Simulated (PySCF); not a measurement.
**r2SCAN/STO-3G run of GeTe (SMILES [Ge][Te])**

What is the vertical singlet–triplet gap of GeTe at r2SCAN/STO-3G? The job is set up through a Python script.

The results are computed with PySCF 2.14.0.

8 further runs of the same task are left out: 8 set aside as unsound or not needed.

**1. Starting point**

GeTe has 2 atoms, charge 0, and is taken as a singlet. SMILES: `[Ge][Te]`. Geometry: the measured bond length.

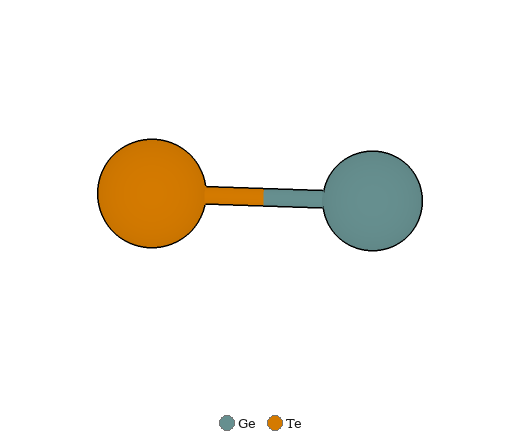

Viewed from a chosen angle; germanium teal, tellurium orange.

**2. A single-point energy at r2SCAN/STO-3G**

File input.xyz:

```xyz
2
GeTe
Ge     0.000000     0.000000     0.000000
Te     0.000000     0.000000     2.340165
```

File calc.py:

```python
from pyscf import gto, dft

system = gto.M(
    atom='input.xyz',
    basis='sto-3g',
    verbose=3,
    max_memory=1860,
    spin=0,
)

mf = dft.RKS(system)
mf.xc = 'r2scan'
mf.conv_tol = 1e-10
mf.grids.level = 5
mf.kernel()
if not mf.converged:
    mf = mf.newton().run(mf.mo_coeff, mf.mo_occ)

energy = mf.e_tot
print('Final energy', energy)
```

On the command line:

```sh
$ OMP_NUM_THREADS=1 python calc.py
```

Output:

```text
converged SCF energy = -8602.54241843619
Final energy -8602.54241843619
```

Run time: 4.2 s. Hardware: 1 thread of Arm Neoverse V2, shared host; peak memory 0.28 GiB.

**3. The triplet, same level**

File calc.py:

```python
from pyscf import gto, dft

molecule = gto.M(
    atom=[
    ('Ge', (0.000000, 0.000000, 0.000000)),
    ('Te', (0.000000, 0.000000, 2.340165)),
],
    spin=2,
    charge=0,
    basis='sto-3g',
    max_memory=1860,
    verbose=3,
)

calc0 = dft.UKS(molecule)
calc0.xc = 'r2scan'
calc0.grids.level = 5
calc0.conv_tol = 1e-10
calc0.kernel()
if not calc0.converged:
    calc0 = calc0.newton().run(calc0.mo_coeff, calc0.mo_occ)

etot = calc0.e_tot
print('Final energy', etot)
```

On the command line:

```sh
$ OMP_NUM_THREADS=1 python calc.py
```

Output:

```text
WARN: HOMO -0.505656106661099 >= LUMO -0.660613249875205

WARN: HOMO -0.0063977220577619 >= LUMO -0.0561911342838169

WARN: HOMO -0.0458174629163314 >= LUMO -0.129758028811233

WARN: HOMO -0.0288528531177067 >= LUMO -0.0605180957903506

WARN: HOMO -0.0407921892842642 >= LUMO -0.115727683456455

WARN: HOMO -0.0406830680798758 >= LUMO -0.117717738155132

WARN: HOMO -0.0412219284851638 >= LUMO -0.119064625656358

WARN: HOMO -0.0426228696837075 >= LUMO -0.124908154499464

WARN: HOMO -0.0425306612736717 >= LUMO -0.124411810354573

WARN: HOMO -0.0425951695099963 >= LUMO -0.124315937313408

WARN: HOMO -0.0425748825054365 >= LUMO -0.124160801614196

WARN: HOMO -0.0425792859441305 >= LUMO -0.124145059113135

WARN: HOMO -0.0425783466940484 >= LUMO -0.124140940728276

WARN: HOMO -0.0425785428438649 >= LUMO -0.124141273085489

WARN: HOMO -0.0425785018995865 >= LUMO -0.124141124644924

WARN: HOMO -0.0425785010247366 >= LUMO -0.124141109208208

WARN: HOMO -0.0425785016838571 >= LUMO -0.12414110144326

WARN: HOMO -0.0425785041519058 >= LUMO -0.12414110027737

WARN: HOMO -0.0425786281208902 >= LUMO -0.124140948363563

WARN: HOMO -0.0425798388031391 >= LUMO -0.12414095514834

WARN: HOMO -0.0425788510265896 >= LUMO -0.124141061568555

WARN: HOMO -0.0426180804939708 >= LUMO -0.124135187146261

WARN: HOMO -0.0425774466334664 >= LUMO -0.124141113284732

WARN: HOMO -0.0425772642134613 >= LUMO -0.124141176815083

WARN: HOMO -0.0425797587309896 >= LUMO -0.124140916913093

WARN: HOMO -0.042609690231661 >= LUMO -0.124136880365849

WARN: HOMO -0.0426467516046584 >= LUMO -0.124131864849499

WARN: HOMO -0.0427250889206728 >= LUMO -0.124120194405059

WARN: HOMO -0.0426817197386006 >= LUMO -0.124126820682094

WARN: HOMO -0.0427005443179057 >= LUMO -0.124123846769324

WARN: HOMO -0.0427103441607032 >= LUMO -0.124122300376245

WARN: HOMO -0.0425611870117093 >= LUMO -0.124143930746946

WARN: HOMO -0.0426197173603297 >= LUMO -0.124135929042172

WARN: HOMO -0.0425782900502281 >= LUMO -0.124141682086734

WARN: HOMO -0.0425810172807608 >= LUMO -0.124141329874364

WARN: HOMO -0.0425827585540499 >= LUMO -0.124141115776248

WARN: HOMO -0.0425924882831888 >= LUMO -0.124139807042004

WARN: HOMO -0.0425894295310353 >= LUMO -0.124140167736237

WARN: HOMO -0.0425832696941865 >= LUMO -0.124140976832266

WARN: HOMO -0.0425829695437457 >= LUMO -0.12414102015048

WARN: HOMO -0.0425800728352105 >= LUMO -0.124141407134508

WARN: HOMO -0.0425798738729997 >= LUMO -0.124141449375644

WARN: HOMO -0.0425799786358288 >= LUMO -0.124142486892342

converged SCF energy = -8602.45463134813  <S^2> = 2.0279497  2S+1 = 3.0185756
Final energy -8602.454631348126
```

It took 28 s on 1 thread of Arm Neoverse V2, shared host; peak memory 0.27 GiB.

**4. Outcome**

Level: r2SCAN/STO-3G.

```
                                        quantity           value
                           singlet: total energy  -8602.54242 Eh
                          singlet: dipole moment          1.68 D
                            singlet: HOMO energy        -1.74 eV
                            singlet: LUMO energy        -0.27 eV
                          singlet: HOMO–LUMO gap         1.46 eV
                           triplet: total energy  -8602.45463 Eh
                          triplet: dipole moment          1.93 D
     triplet: HOMO energy (highest over α and β)        -1.16 eV
                                   triplet: ⟨S²⟩           2.028
vertical energy of the triplet above the singlet        2.389 eV
```

**Reading.** At this shape the triplet lies 2.39 eV (55 kcal/mol) above the singlet. In a minimal basis such a difference can be off by several eV, whatever the method. Relativity is left out (singlet) although the molecule holds a heavy atom. Relativity is left out (triplet) although the molecule holds a heavy atom.
